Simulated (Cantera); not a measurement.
Input: 1 mol NH₃, 0.028 mol SO₂, 0.24 mol N₂, 0.00052 mol CO₂, at 100000 Pa.

Equilibrium computed with Cantera from the NASA thermochemical tables; the gas is ideal and each condensed phase is pure. Candidate condensed phases: C, C₆H₆, C₇H₈, C₈H₁₈, H₂O, H₂SO₄, S; 150 gas species. Equilibrium is a limit: real reactors are often held back by kinetics, nucleation or transport.

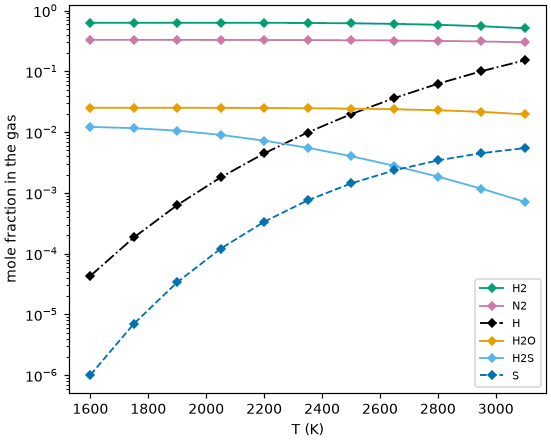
Equilibrium gas composition (values under 1e-9 drawn at 1e-9)

**Question.** Read off the mole fractions at 2200 K.

**Answer.** H₂ about 0.63, N₂ about 0.33, H₂O about 0.025, H₂S about 0.0073, H about 0.0045, S about 0.00034.
